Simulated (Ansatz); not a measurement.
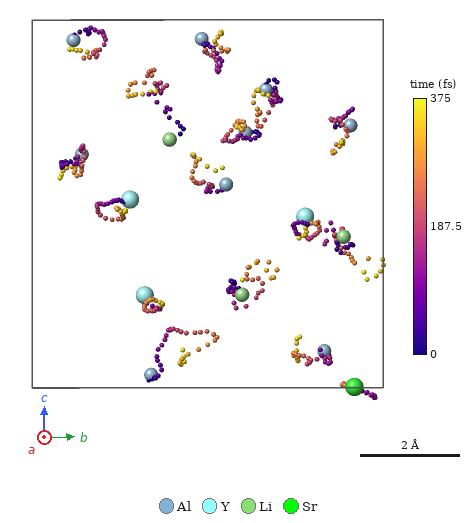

Molecular dynamics of an amorphous cell of composition SrLi3Y3Al9 (16 atoms in the cell), 375 fs long. Dots mark each atom's position at evenly spaced times, coloured by time; spheres stand at the starting positions. Seen along the a axis in the simulation cell.

Method: Ansatz, DFT PBE, scalar-relativistic, plane waves, PAW. Run with plane-wave cutoff 420 eV; k-point mesh 1 × 1 × 1; Fermi-Dirac smearing 0.127 eV; volume 1.05 times that of the relaxed crystal; set temperature 1470 K; time step 1.5 fs.

### Describe the motion.

Root-mean-square distances from the starting positions over the second half, with the common drift of all atoms taken out: Li 1.24 Å, Al 0.77 Å, Sr 0.67 Å, Y 0.49 Å. Against the typical shortest distance between atoms in the first frame, about 2.5 Å these are large excursions, but over 375 fs one can't yet tell strong vibration from the start of diffusion.

Limits of the set-up: the k-point mesh is coarse for a cell with partly filled bands; the periodic images lie only 7.2 Å apart, so the values are limited by the cell's size.

The run took 5.1 min on 2 threads of Arm Neoverse V1 (shared host), peak memory 0.47 GiB.
